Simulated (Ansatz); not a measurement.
# Calculations on CH₇FN₂Si

Part 1: Relaxation

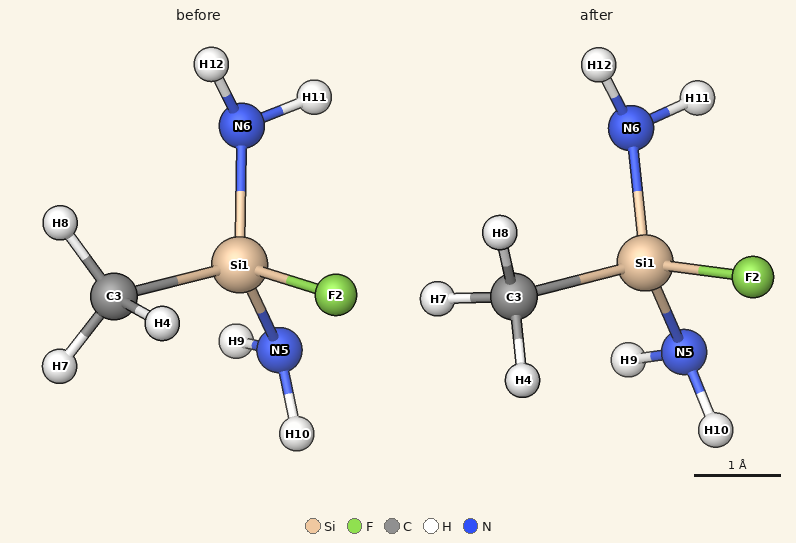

The structure of CH7FN2Si before (left) and after (right) a relaxation, at one scale.

A ball-and-stick model, seen from a free direction.

The run prepares an end point of a later path (reaction) calculation, from a guessed geometry.

The calculation used RKS B3LYP/cc-pVDZ (Ansatz). Set-up: no spin polarisation; force threshold 0.03 eV/Å; at most 50 steps.

### Describe what moved and what it gained.

The atom that moves furthest after the best rigid fit is H4 (0.89 Å). Largest moves by element: H 0.89 Å, F 0.31 Å, N 0.12 Å, Si 0.11 Å, C 0.03 Å. Near-neighbour distances that change, for instance: C3–H4 1.088 → 1.103 Å, Si1–C3 1.863 → 1.875 Å, Si1–F2 1.673 → 1.662 Å, Si1–N5 1.731 → 1.738 Å. Bond angles that change, for instance: Si1–C3–H4 96.4° → 110.5°, F2–Si1–C3 94.8° → 105.2°, Si1–C3–H8 115.6° → 111.2°. Groups turn about Si1–C3 by about 50°. The energy falls by 22.5 kJ/mol in 11 accepted moves (15 points after the start). Largest force component: 0.69 eV/Å at the start, 0.025 eV/Å at the end. The line search rejected the trial steps at points 2, 7, 11, 13 of the run.

Part 2: Relaxation

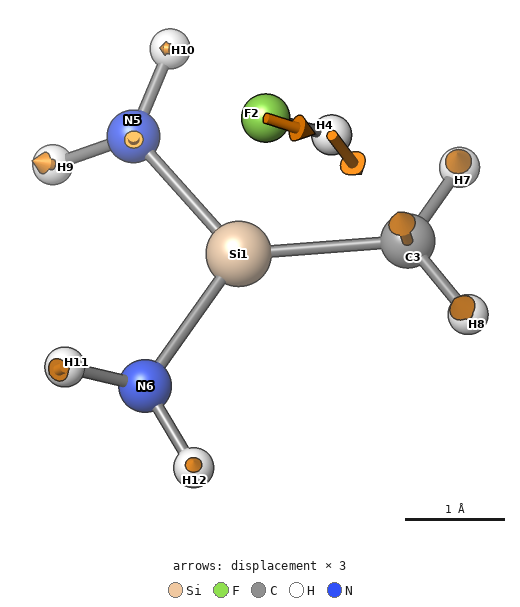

This is a relaxation of CH$_{7}$FN$_{2}$Si. The starting structure is drawn; orange arrows show the displacements, 3 times their true length. The two geometries are superimposed by the best rigid fit.

Style: ball-and-stick. Shown at a tilt.

The run prepares an end point of a later path (reaction) calculation, from a guessed geometry.

Method: RKS B3LYP/cc-pVDZ in Ansatz.

The input:
```yaml
crystal:
  periodic: [false, false, false]
  atoms:
    - { symbol: Si, position_ang: [-0.300653, 0.268926, -0.162669] }
    - { symbol: F, position_ang: [1.664677, -1.635481, 1.020033] }
    - { symbol: C, position_ang: [0.894883, 0.311905, -1.393089] }
    - { symbol: H, position_ang: [1.776063, -1.114433, 0.26885] }
    - { symbol: "N", position_ang: [-0.32702, 1.266811, 1.231359] }
    - { symbol: "N", position_ang: [-1.680156, -0.762469, -0.108082] }
    - { symbol: H, position_ang: [1.568191, 1.165971, -1.487261] }
    - { symbol: H, position_ang: [0.914407, -0.427983, -2.195894] }
    - { symbol: H, position_ang: [-1.212806, 1.625767, 1.575558] }
    - { symbol: H, position_ang: [0.432229, 1.920199, 1.398754] }
    - { symbol: H, position_ang: [-1.876759, -1.255168, 0.761428] }
    - { symbol: H, position_ang: [-1.853056, -1.364144, -0.909188] }
basis:
  gaussian: { orbitals: cc-pVDZ }
hamiltonian:
  xc: b3lyp
relax:
  f_tol: 0.03
  max_steps: 50
```

Launched with:
```bash
ansatz run input.yaml --threads 2 --pin off --max-ram 3072MiB --backend cpu --events-out ev --progress --plain --runs-dir out
```

**What happened in the run?**

H4 moves most after the best rigid fit: 0.28 Å. By element the largest moves are H 0.28 Å, F 0.21 Å, C 0.19 Å, N 0.07 Å, Si 0.02 Å. Among the contacts that change: F2–H4 0.921 → 0.970 Å, Si1–C3 1.716 → 1.725 Å, Si1–N6 1.723 → 1.716 Å, Si1–N5 1.715 → 1.707 Å. Bond angles that change, for instance: Si1–N5–H9 119.6° → 122.6°, Si1–N5–H10 119.8° → 121.8°. After 8 accepted moves (11 points after the start) the energy has fallen by 0.109 eV. The largest force component goes from 1.2 to 0.015 eV/Å. The line search rejected the trial steps at points 2, 4, 10 of the run.

Limits of the set-up: the start holds two separate molecules, 2.4 Å apart at their closest, whose relative position is a soft coordinate and is computed without a dispersion correction.

Part 3: Path

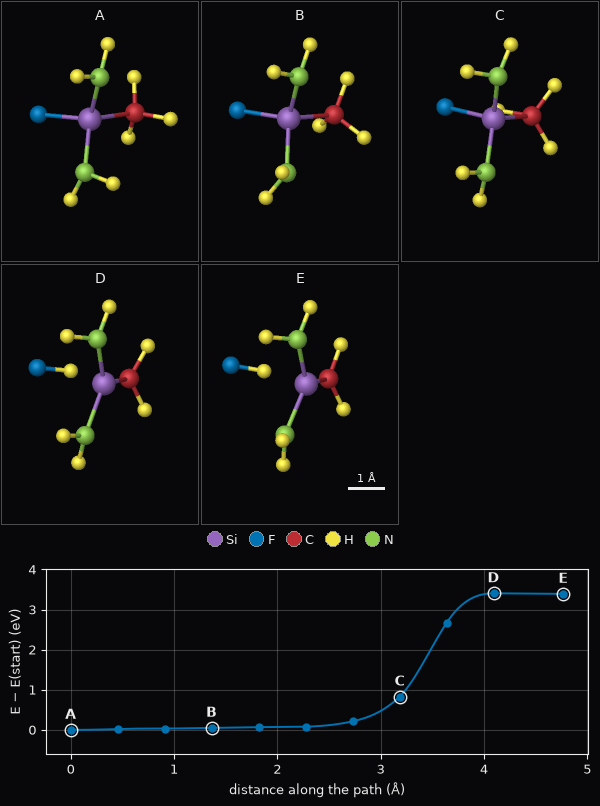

A search for the minimum-energy path of CH$_{7}$FN$_{2}$Si by the nudged elastic band. Images are numbered from 0 (start) to 10 (end). Frames A to E are images 0, 3, 7, 9, 10. Style: ball-and-stick. Shown from a free direction.

These are results of RKS B3LYP/cc-pVDZ in Ansatz 0.2.0, not measurements. Run with 9 movable images; climbing image; force threshold 0.03 eV/Å; iteration limit 60; starting path through a guess of the saddle point.

Question: Describe the mechanism and the energy profile.

Answer: Forward barrier 3.41 eV, backward barrier 0.01 eV, with image 9 at the top; the reaction energy is +3.39 eV. Breaking: C–H (1.10 → 1.89 Å), F–Si (1.66 → 2.88 Å). Forming: F–H (2.99 → 0.97 Å). The band is converged. At the top, the vibrational analysis gives one imaginary mode (176i cm⁻¹), as a transition state must have.

The run took 13 min on 2 threads of Intel(R) Xeon(R) Platinum 8488C (Sapphire Rapids), with other jobs on the host, peak memory 0.26 GiB.
